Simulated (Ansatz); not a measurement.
## C wire along [100], 9 atoms a period, H-terminated: bands by functional

What gap, if any, does the C wire along [100], 9 atoms a period, H-terminated have, and how does it change with the functional?

Program: Ansatz 0.2.0. Level of theory: DFT PBE, plane waves, PAW; relaxation of a wire's period; PAW set soft_1, in the first sound run; inputs show where later runs differ. Results are calculated unless marked as measured.

## Step 1: The starting structure

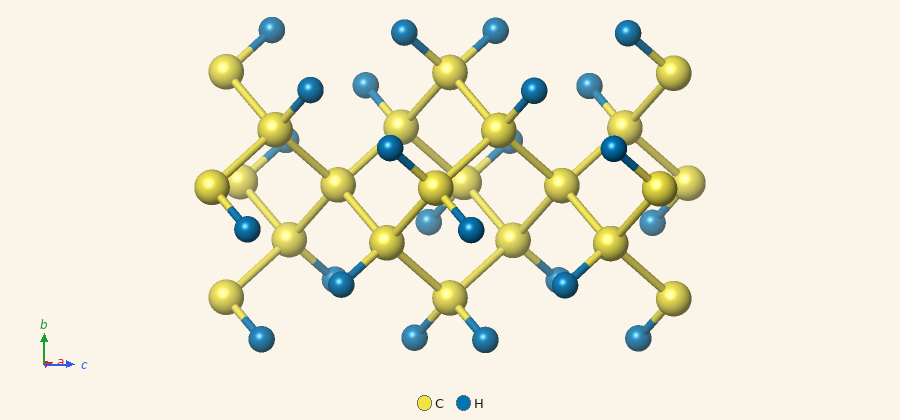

Start, viewed from the side, with the c axis across the page; carbon yellow, hydrogen blue. 1×1×2 cells are drawn. Some periodic images of atoms are drawn too.

The cell holds 21 atoms: 9 C and 12 H. Its edges and angles: a = 11.663 Å, b = 11.663 Å, c = 3.570 Å, α = 90.0°, β = 90.0°, γ = 90.0°. Vacuum lies along a and b. The structure's axis is c.

## Step 2: Relaxation of atoms and period

Band widths follow the bond lengths, so the wire is relaxed first. The atoms and the third cell vector are free; the box across stays fixed as vacuum. A Fermi-Dirac smearing is set since the result may be a metal. The pressure printed is a third of the stress's trace over the whole box, vacuum included; only the stress along the axis is relaxed.

The input, input.yaml:

```yaml
crystal:
  lattice:
    - [11.663, 0.0, 0.0]
    - [0.0, 11.663, 0.0]
    - [0.0, 0.0, 3.57]
  atoms:
    - { symbol: C, position: [0.346963243, 0.500011344, 0.0] }
    - { symbol: C, position: [0.500011344, 0.346963243, 0.0] }
    - { symbol: C, position: [0.500011344, 0.653059445, 0.0] }
    - { symbol: C, position: [0.653059445, 0.500011344, 0.0] }
    - { symbol: H, position: [0.291520192, 0.444568293, 0.181129496] }
    - { symbol: H, position: [0.444568293, 0.291520192, 0.181129496] }
    - { symbol: H, position: [0.555454394, 0.708502495, 0.181129496] }
    - { symbol: H, position: [0.708502495, 0.555454394, 0.181129496] }
    - { symbol: C, position: [0.423487293, 0.576535394, 0.25] }
    - { symbol: C, position: [0.576535394, 0.423487293, 0.25] }
    - { symbol: H, position: [0.368044242, 0.631978445, 0.431129496] }
    - { symbol: H, position: [0.631978445, 0.368044242, 0.431129496] }
    - { symbol: C, position: [0.500011344, 0.500011344, 0.5] }
    - { symbol: H, position: [0.368044242, 0.368044242, 0.568870504] }
    - { symbol: H, position: [0.631978445, 0.631978445, 0.568870504] }
    - { symbol: C, position: [0.423487293, 0.423487293, 0.75] }
    - { symbol: C, position: [0.576535394, 0.576535394, 0.75] }
    - { symbol: H, position: [0.291520192, 0.555454394, 0.818870504] }
    - { symbol: H, position: [0.444568293, 0.708502495, 0.818870504] }
    - { symbol: H, position: [0.555454394, 0.291520192, 0.818870504] }
    - { symbol: H, position: [0.708502495, 0.444568293, 0.818870504] }
kpoints:
  mp_grid: { grid: [1, 1, 23] }
scf:
  occupations: { method: fermi_dirac, width: 0.05 }
hamiltonian:
  xc: pbe
  pseudopotentials: { kind: paw, azcp: { folder: soft_1 } }
relax:
  cell: { fix: [a, b, alpha, beta, gamma] }
  max_steps: 45
  f_tol: 0.03
```

Launch:

```sh
ansatz run input.yaml --threads 4 --pin off --max-ram 16384MiB --backend cpu --events-out ev --progress --plain --runs-dir out
```

Numbers of over 12 decimals in the logs are rounded to 6 here.

The program printed:

```text
Engine: ansatz 0.2.0, aarch64-unknown-linux-gnu
Pseudopotentials: kind: paw
Pseudopotential: C, paw, valence charge 4, recommended cutoff 420 eV (normal), soft_1/C.paw.azcp
Pseudopotential: H, paw, valence charge 1, recommended cutoff 420 eV (normal), soft_1/H.paw.azcp
Functional definition: PBE
  parameter kappa = 0.804
  parameter beta = 0.066725
  exchange = pbe_x(kappa = kappa, mu = beta*pi^2/3)
  correlation = pbe_c(beta = beta)
Crystal: 21 atoms, lattice volume = 485.611 Å³
Basis set: ecut = 420 eV, 9451 PW (Γ), exchange–correlation on 160×160×48 points (8 copies of the dense FFT grid, shifted against one another)
Bands: 45, of which v1, the nominal top of the filled ones, is band 24 counted from 1 (23 counted from 0)
Symmetry: 8 space group operations
Space group: P-42m (ITA 111), of the structure as read, at distance tolerance 7.9e-5 Å
k-points: 12 of 23
Non-local potential: C, projectors of the file, l = 0: 2, l = 1: 2, l = 2: 1
Non-local potential: H, projectors of the file, l = 0: 2, l = 1: 1
PAW form: soft (Blöchl's): semilocal exchange-correlation on the pseudo side does not see the compensation charge
PAW one-centre angular grid: C, 110 points (default); XC on 64 Gauss nodes
PAW one-centre angular grid: H, 110 points (default); XC on 64 Gauss nodes
Initial density: superposition of atomic densities (neutral atoms: chi_scale 0, normalization atom)
Initial wavefunctions: pseudopotential atomic-orbital guess
Functional: x = pbe(κ = 0.804, μ = 0.219515), c = pbe(β = 0.066725)
SCF iter   1: F=—  HF=-2460.272956 eV  |F-HF|=—  |Δ(HF+E_count)|=         —  Δρ=6.89e-2  dr2=2.79e1  ethr=3.10e-3  ⟨swp⟩=8.8  Hψ=3103  notcnv=0  defer=41
preconditioner: auto → Resta (q_TF=auto, 1.855 Å⁻¹)  ε∞=1.5  [insulator: Δε(μ)=7.627 eV  Ē_g=16.833 eV  σ=0.050 eV  W_gap=1.00  n_scr=46 (ndim 8)  ℏωp=11.7 eV  f_vac=0.629  D(μ)=0.00/eV (n_scr^D=0)  ε∞_Penn≈1.5  vacuum switching on, ρ_ref=2.1e-2 e/Å³]
SCF iter   2: F=—  HF=-2451.591034 eV  |F-HF|=—  |Δ(HF+E_count)|=    8.68e0  Δρ=3.14e-2  dr2=3.01e0  ethr=3.10e-3  ⟨swp⟩=4.0  Hψ=1249  notcnv=0  defer=187
SCF iter   3: F=—  HF=-2450.806405 eV  |F-HF|=—  |Δ(HF+E_count)|=   7.85e-1  Δρ=1.08e-2  dr2=4.26e-1  ethr=3.10e-3  ⟨swp⟩=2.0  Hψ=654  notcnv=0  defer=187
SCF iter   4: F=—  HF=-2450.709443 eV  |F-HF|=—  |Δ(HF+E_count)|=   9.70e-2  Δρ=1.74e-3  dr2=1.72e-2  ethr=8.88e-4  ⟨swp⟩=4.0  Hψ=974  notcnv=0  defer=175
SCF iter   5: F=—  HF=-2450.707415 eV  |F-HF|=—  |Δ(HF+E_count)|=   2.03e-3  Δρ=5.80e-4  dr2=1.30e-3  ethr=3.58e-5  ⟨swp⟩=2.0  Hψ=653  notcnv=0  defer=175
SCF iter   6: F=—  HF=-2450.707664 eV  |F-HF|=—  |Δ(HF+E_count)|=   2.49e-4  Δρ=1.78e-4  dr2=6.80e-5  ethr=2.72e-6  ⟨swp⟩=2.1  Hψ=646  notcnv=0  defer=175
SCF iter   7: F=—  HF=-2450.707940 eV  |F-HF|=—  |Δ(HF+E_count)|=   2.76e-4  Δρ=4.26e-5  dr2=7.74e-6  ethr=1.42e-7  ⟨swp⟩=2.0  Hψ=753  notcnv=0  defer=175
SCF iter   8: F=—  HF=-2450.707940 eV  |F-HF|=—  |Δ(HF+E_count)|=   3.92e-7  Δρ=1.08e-5  dr2=5.13e-7  ethr=1.61e-8  ⟨swp⟩=2.0  Hψ=701  notcnv=0  defer=175
SCF iter   9: F=-2450.707940 eV  HF=-2450.707940 eV  |F-HF|=7.19e-9  |Δ(HF+E_count)|=   1.85e-7  Δρ=2.82e-6  dr2=2.63e-8  ethr=2.08e-10  ⟨swp⟩=5.0  Hψ=1637  notcnv=0
SCF 1 converged in 9 iterations: F = -2450.707940 eV  dr2 = 2.63e-8
  greatest PAW one-centre occupation: 0.648 electrons in one spin orbital (limit 2), on the C atom at site 3 (counted from 0), in its partial waves of l = 0
relax step   1: F+E_penalty+E_count = -2450.70794022 eV  Δ(F+E_penalty+E_count) = +0.000e0 eV  max|allowed force component| = 6.136e-1 eV/Å  Δτ_max = 0.0000 Å  P = -0.398 GPa  Ω = 485.611 Å³  fix = [a, b, alpha, beta, gamma]  reactions: a -0.988, b -0.988 GPa  (9 SCF iters, dr2 threshold 1.00e-7 eV, accepted)
Crystal: 21 atoms, lattice volume = 509.287 Å³
Basis set: ecut = 420 eV, 10037 PW (Γ), exchange–correlation on 160×160×48 points (8 copies of the dense FFT grid, shifted against one another)
Initial density: handed on by an earlier stage of this run
Initial wavefunctions: those handed on with the density
iter 1 solved again at ethr=5.31e-4 eV; its pass at ethr=3.10e-3 eV (dr2=2.55e-1 eV) is discarded
SCF iter   1: F=—  HF=-2451.045303 eV  |F-HF|=—  |Δ(HF+E_count)|=         —  Δρ=1.05e-2  dr2=2.58e-1  ethr=5.31e-4  ⟨swp⟩=5.0  Hψ=3119  notcnv=0
preconditioner: auto → Resta (q_TF=auto, 1.841 Å⁻¹)  ε∞=1.7  [insulator: Δε(μ)=4.270 eV  Ē_g=14.059 eV  σ=0.050 eV  W_gap=1.00  n_scr=46 (ndim 8)  ℏωp=11.4 eV  f_vac=0.699  D(μ)=0.00/eV (n_scr^D=0)  ε∞_Penn≈1.7  vacuum switching on, ρ_ref=1.4e-2 e/Å³]
SCF iter   2: F=—  HF=-2451.025928 eV  |F-HF|=—  |Δ(HF+E_count)|=   1.94e-2  Δρ=4.77e-3  dr2=4.37e-2  ethr=5.31e-4  ⟨swp⟩=2.8  Hψ=1017  notcnv=0  defer=12
SCF iter   3: F=—  HF=-2451.034167 eV  |F-HF|=—  |Δ(HF+E_count)|=   8.24e-3  Δρ=1.49e-3  dr2=5.67e-3  ethr=9.11e-5  ⟨swp⟩=3.3  Hψ=1035  notcnv=0  defer=24
SCF iter   4: F=—  HF=-2451.034941 eV  |F-HF|=—  |Δ(HF+E_count)|=   7.74e-4  Δρ=1.61e-4  dr2=1.09e-4  ethr=1.18e-5  ⟨swp⟩=2.1  Hψ=859  notcnv=0  defer=26
SCF iter   5: F=—  HF=-2451.035068 eV  |F-HF|=—  |Δ(HF+E_count)|=   1.27e-4  Δρ=6.55e-5  dr2=2.00e-5  ethr=2.26e-7  ⟨swp⟩=2.0  Hψ=776  notcnv=0  defer=26
SCF iter   6: F=-2451.035065 eV  HF=-2451.035064 eV  |F-HF|=3.37e-7  |Δ(HF+E_count)|=   3.50e-6  Δρ=1.44e-5  dr2=6.78e-7  ethr=4.38e-9  ⟨swp⟩=3.0  Hψ=1873  notcnv=0
SCF 2 converged in 6 iterations: F = -2451.035065 eV  dr2 = 6.78e-7
  greatest PAW one-centre occupation: 0.652 electrons in one spin orbital (limit 2), on the C atom at site 3 (counted from 0), in its partial waves of l = 0
relax step   2: F+E_penalty+E_count = -2451.03506484 eV  Δ(F+E_penalty+E_count) = -3.271e-1 eV  max|allowed force component| = 4.800e-1 eV/Å  Δτ_max = 0.1197 Å  P = -0.177 GPa  Ω = 509.287 Å³  energy of the carried Pulay correction = -1.404e-2 eV  fix = [a, b, alpha, beta, gamma]  reactions: a -0.133, b -0.133 GPa  (6 SCF iters, dr2 threshold 2.10e-6 eV, accepted)
Crystal: 21 atoms, lattice volume = 508.254 Å³
Basis set: ecut = 420 eV, 10021 PW (Γ), exchange–correlation on 160×160×48 points (8 copies of the dense FFT grid, shifted against one another)
iter 1 solved again at ethr=1.87e-5 eV; its pass at ethr=3.10e-3 eV (dr2=9.00e-3 eV) is discarded
SCF iter   1: F=—  HF=-2451.067152 eV  |F-HF|=—  |Δ(HF+E_count)|=         —  Δρ=1.75e-3  dr2=7.64e-3  ethr=1.87e-5  ⟨swp⟩=3.8  Hψ=2391  notcnv=0
preconditioner: auto → Resta (q_TF=auto, 1.841 Å⁻¹)  ε∞=1.7  [insulator: Δε(μ)=4.330 eV  Ē_g=14.099 eV  σ=0.050 eV  W_gap=1.00  n_scr=46 (ndim 8)  ℏωp=11.4 eV  f_vac=0.693  D(μ)=0.00/eV (n_scr^D=0)  ε∞_Penn≈1.7  vacuum switching on, ρ_ref=1.4e-2 e/Å³]
[...]
relax step   4: F+E_penalty+E_count = -2451.06720528 eV  Δ(F+E_penalty+E_count) = -8.744e-4 eV  max|allowed force component| = 2.464e-2 eV/Å  Δτ_max = 0.0021 Å  P = -0.030 GPa  Ω = 507.889 Å³  energy of the carried Pulay correction = -1.323e-2 eV  fix = [a, b, alpha, beta, gamma]  reactions: a -0.040, b -0.040 GPa  (4 SCF iters, dr2 threshold 2.43e-7 eV, accepted)
[...]
relax step   5: F+E_penalty+E_count = -2451.08780043 eV  Δ(F+E_penalty+E_count) = -2.060e-2 eV  max|allowed force component| = 2.329e-2 eV/Å  Δτ_max = 0.0000 Å  P = +0.024 GPa  Ω = 507.889 Å³  fix = [a, b, alpha, beta, gamma]  reactions: a -0.013, b -0.013 GPa  stress off target by 9.84e-2 GPa on what of the cell is left free  SCF on the basis re-selected at this cell (its energy is not comparable with the rows above)  (7 SCF iters)
[...]
relax step   6: F+E_penalty+E_count = -2451.08766363 eV  Δ(F+E_penalty+E_count) = +1.368e-4 eV  max|allowed force component| = 4.500e-3 eV/Å  Δτ_max = 0.0030 Å  P = +0.018 GPa  Ω = 508.780 Å³  energy of the carried Pulay correction = -5.690e-4 eV  fix = [a, b, alpha, beta, gamma]  reactions: a +0.011, b +0.011 GPa  (5 SCF iters, dr2 threshold 2.42e-8 eV, accepted)
Basis set: ecut = 420 eV, 10021 PW (Γ), exchange–correlation on 160×160×54 points (8 copies of the dense FFT grid, shifted against one another)
iter 1 solved again at ethr=4.11e-7 eV; its pass at ethr=3.10e-3 eV (dr2=1.97e-4 eV) is discarded
SCF iter   1: F=—  HF=-2451.085873 eV  |F-HF|=—  |Δ(HF+E_count)|=         —  Δρ=6.49e-5  dr2=5.63e-7  ethr=4.11e-7  ⟨swp⟩=5.4  Hψ=4862  notcnv=0
preconditioner: auto → Resta (q_TF=auto, 1.841 Å⁻¹)  ε∞=1.7  [insulator: Δε(μ)=4.302 eV  Ē_g=14.059 eV  σ=0.050 eV  W_gap=1.00  n_scr=46 (ndim 8)  ℏωp=11.4 eV  f_vac=0.693  D(μ)=0.00/eV (n_scr^D=0)  ε∞_Penn≈1.7  vacuum switching on, ρ_ref=1.4e-2 e/Å³]
SCF iter   2: F=—  HF=-2451.087415 eV  |F-HF|=—  |Δ(HF+E_count)|=   1.54e-3  Δρ=3.25e-5  dr2=1.52e-7  ethr=1.17e-9  ⟨swp⟩=2.9  Hψ=1042  notcnv=0  defer=5
SCF iter   3: F=—  HF=-2451.088124 eV  |F-HF|=—  |Δ(HF+E_count)|=   7.09e-4  Δρ=1.02e-5  dr2=1.95e-8  ethr=3.17e-10  ⟨swp⟩=3.8  Hψ=1198  notcnv=0  defer=5
SCF iter   4: F=—  HF=-2451.088278 eV  |F-HF|=—  |Δ(HF+E_count)|=   1.53e-4  Δρ=9.27e-7  dr2=2.40e-9  ethr=4.06e-11  ⟨swp⟩=3.4  Hψ=1177  notcnv=0  defer=5
SCF iter   5: F=—  HF=-2451.088280 eV  |F-HF|=—  |Δ(HF+E_count)|=   2.84e-6  Δρ=2.34e-7  dr2=2.70e-10  ethr=5.00e-12  ⟨swp⟩=2.8  Hψ=783  notcnv=0  defer=13
SCF iter   6: F=-2451.088281 eV  HF=-2451.088281 eV  |F-HF|=6.70e-10  |Δ(HF+E_count)|=   7.39e-8  Δρ=7.50e-8  dr2=2.86e-11  ethr=1.00e-12  ⟨swp⟩=5.0  Hψ=1586  notcnv=0
SCF 7 converged in 6 iterations: F = -2451.088281 eV  dr2 = 2.86e-11
relax step   7: F+E_penalty+E_count = -2451.08828052 eV  Δ(F+E_penalty+E_count) = -6.169e-4 eV  max|allowed force component| = 4.641e-3 eV/Å  Δτ_max = 0.0000 Å  P = +0.019 GPa  Ω = 508.780 Å³  fix = [a, b, alpha, beta, gamma]  reactions: a +0.011, b +0.011 GPa  stress off target by 3.49e-2 GPa on what of the cell is left free  SCF on the basis re-selected at this cell (its energy is not comparable with the rows above)  (6 SCF iters)
basis re-selected at this cell: Δ(F+E_penalty+E_count) = -6.169e-4 eV, ΔP = +0.001 GPa vs the last step (what re-selecting the basis moved, of the pressure what is left beyond the Pulay correction that the steps carried, after the strain that the cell walked since its last selection, with what the two solves' SCF thresholds leave and, on support functions, any second-order correction that the steps lacked; it is no measure of the basis error at this ecutwfc). The dense FFT grid was sized anew with the basis: this SCF ran on 80×80×27 points, the steps before it on 80×80×25, so part of this shift can come from that change (see relax.cell in the input reference). [rest of the remark cut]
SCF converged after 6 iterations
Free energy (F): -2451.088281 eV
Harris-Foulkes:  -2451.088281 eV  (|F-HF|=6.70e-10)
Internal energy: -2451.088281 eV  (E = F + TS)
E sigma→0 (E₀):  -2451.088281 eV
Fermi energy:    -1.308827 eV
--- Per-component energies (eV) ---
  E_band       = -457.544416
  E_kinetic    = 968.971231
  E_local      = -10546.714663  (includes V_loc(G=0)·N_el)
  E_nonlocal   = 214.434153
  E_hartree    = 4825.545320
  E_xc         = -534.812052
  E_vxc        = -665.511169  (∫ρ·V_xc dr)
  E_paw        = -908.047652  (= ΣΔE_a)
  E_vpaw       = -79.801669  (= ΣTr[D̂ρ^β])
  E_aug_tail   = -0.012825  (compensation charges beyond the density's cutoff)
  E_ewald      = 3529.548205
  E_smearing   = -0.000000  (= −TS)
  E_closure    = -0.000000  (closes the sum)
  Σ components = -2451.088281   (vs F -2451.088281, Δ=0.00e0)
--- Forces (eV/Å), atoms counted from 1 ---
  atom   1  C     -0.00464128     0.00000000     0.00000000
  atom   2  C      0.00000000    -0.00464128     0.00000000
  atom   3  C     -0.00000000     0.00464128    -0.00000000
  atom   4  C      0.00464128    -0.00000000    -0.00000000
  atom   5  H      0.00082489    -0.00395233     0.00252083
  atom   6  H     -0.00395233     0.00082489     0.00252083
  atom   7  H      0.00395233    -0.00082489     0.00252083
  atom   8  H     -0.00082489     0.00395233     0.00252083
  atom   9  C     -0.00095161     0.00095161    -0.00170524
  atom  10  C      0.00095161    -0.00095161    -0.00170524
  atom  11  H     -0.00294740     0.00294740     0.00320214
  atom  12  H      0.00294740    -0.00294740     0.00320214
  atom  13  C      0.00000000     0.00000000     0.00000000
  atom  14  H     -0.00294740    -0.00294740    -0.00320214
  atom  15  H      0.00294740     0.00294740    -0.00320214
  atom  16  C     -0.00095161    -0.00095161     0.00170524
  atom  17  C      0.00095161     0.00095161     0.00170524
  atom  18  H      0.00082489     0.00395233    -0.00252083
  atom  19  H     -0.00395233    -0.00082489    -0.00252083
  atom  20  H      0.00395233     0.00082489    -0.00252083
  atom  21  H     -0.00082489    -0.00395233    -0.00252083
  max |Σ_I F_I| component: 5.42e-19 eV/Å
--- Stress (GPa, compression-positive) ---
        0.010854      -0.000000      -0.000000
       -0.000000       0.010854      -0.000000
       -0.000000      -0.000000       0.034927
  P = ⅓ Tr σ = 0.0189 GPa (0.189 kbar)
--- Relaxed structure (5 steps of the walk, 5 accepted, 2 SCFs on fresh bases) ---
  F+E_penalty+E_count = -2451.08828052 eV   max|allowed force component| = 4.641e-3 eV/Å   (the final SCF, on the basis selected at the relaxed cell)
  cell:  # Å, volume = 508.7799 Å³
    - [11.663, 0, 0]
    - [0, 11.663, 0]
    - [0, 0, 3.740326]
  atoms:
    - { symbol: C, position: [0.349530, 0.500011, -1.1568655544655757e-18] }
    - { symbol: C, position: [0.500011, 0.349530, -9.241098949156151e-19] }
    - { symbol: C, position: [0.500011, 0.650493, -9.24109894915617e-19] }
    - { symbol: C, position: [0.650493, 0.500011, -6.913542353656565e-19] }
    - { symbol: H, position: [0.292534, 0.444678, 0.158616] }
    - { symbol: H, position: [0.444678, 0.292534, 0.158616] }
    - { symbol: H, position: [0.555345, 0.707489, 0.158616] }
    - { symbol: H, position: [0.707489, 0.555345, 0.158616] }
    - { symbol: C, position: [0.424844, 0.575179, 0.243926] }
    - { symbol: C, position: [0.575179, 0.424844, 0.243926] }
    - { symbol: H, position: [0.368565, 0.631457, 0.400834] }
    - { symbol: H, position: [0.631457, 0.368565, 0.400834] }
    - { symbol: C, position: [0.500011, 0.500011, 0.500000] }
    - { symbol: H, position: [0.368565, 0.368565, 0.599166] }
    - { symbol: H, position: [0.631457, 0.631457, 0.599166] }
    - { symbol: C, position: [0.424844, 0.424844, 0.756074] }
    - { symbol: C, position: [0.575179, 0.575179, 0.756074] }
    - { symbol: H, position: [0.292534, 0.555345, 0.841384] }
    - { symbol: H, position: [0.444678, 0.707489, 0.841384] }
    - { symbol: H, position: [0.555345, 0.292534, 0.841384] }
    - { symbol: H, position: [0.707489, 0.444678, 0.841384] }
```

The job ended after 39 s (4 threads of Arm Neoverse V1, shared host; peak memory 0.88 GiB; 2.5 min of CPU time).

The steps of the relaxation:

```
step  energy less that of the first step (eV)  largest force component (eV/Å)  pressure (GPa)  volume (Å³)
   1                                   0.0000                          0.6136           -0.40       485.61
   2                                  -0.3271                          0.4800           -0.18       509.29
   3                                  -0.3584                          0.0624           -0.05       508.25
   4                                  -0.3593                          0.0246           -0.03       507.89
  5*                                  -0.3799                          0.0233            0.02       507.89
   6                                  -0.3797                          0.0045            0.02       508.78
  7*                                  -0.3803                          0.0046            0.02       508.78
```

Relaxation steps marked * repeat the geometry before them on a plane-wave basis chosen anew for their cell, so energy and pressure can jump there.

The run keeps the 8 symmetry operations that it works with, so distortions that break them were not tested.

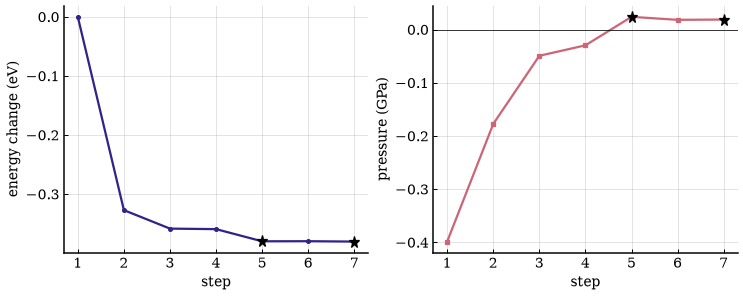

Energy and pressure along the relaxation. Stars mark steps on a basis chosen anew.

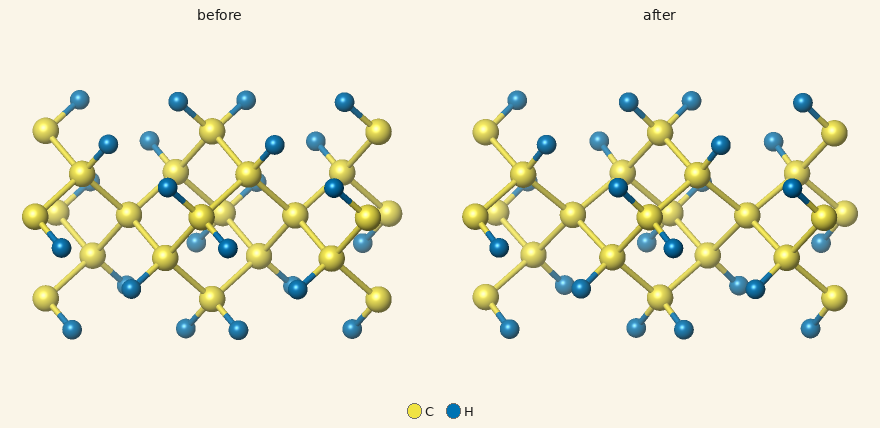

Before and after, at one scale.

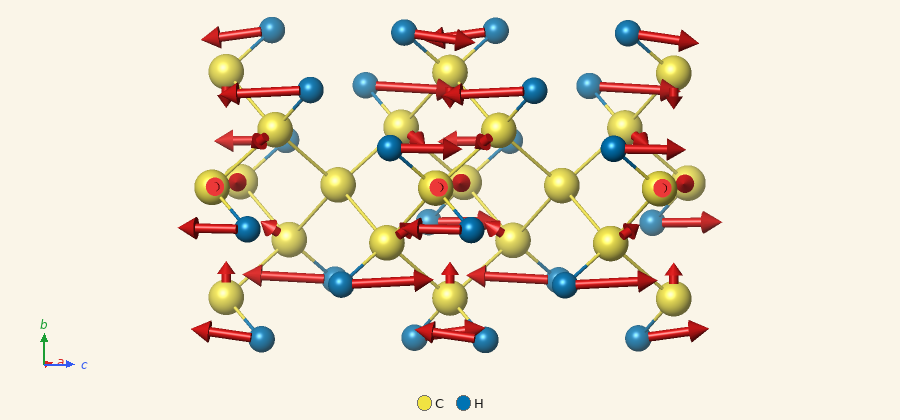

Displacements in the relaxation, exaggerated, measured against the changing cell; the longest in the cell stands for 0.11 Å. 1×1×2 cells are drawn. Some periodic images of atoms are drawn too.

```
cell as run  before  after  change
      c (Å)   3.570  3.740  +4.8 %
```

The atoms that moved most (Å, along periodic axes as changes of fractional coordinates times the final cell, across vacuum about the mean position):

```
atom      dx      dy      dz  length
 H14   0.006   0.006   0.113   0.114
 H12  -0.006   0.006  -0.113   0.114
 H11   0.006  -0.006  -0.113   0.114
 H15  -0.006  -0.006   0.113   0.114
  H6   0.001   0.012  -0.084   0.085
  H5   0.012   0.001  -0.084   0.085
 H20  -0.001   0.012   0.084   0.085
 H18   0.012  -0.001   0.084   0.085
```

Numbers from this step:

```yaml
cell_length_along_the_wire: 3.740 Å
```

The cell's length comes to 3.740 Å with spin left out.

(Continued in part 2 of 2.)

[Logs are printed without paths, hosts, clocks, repeated set-up lines and the standing remarks that a program may print on its own settings, such as how far it seeks lower states.]

[Hosts, paths, dates, database ids (printed as entryN), source tags and the programs' standing remarks are cut or masked in the printed files.]
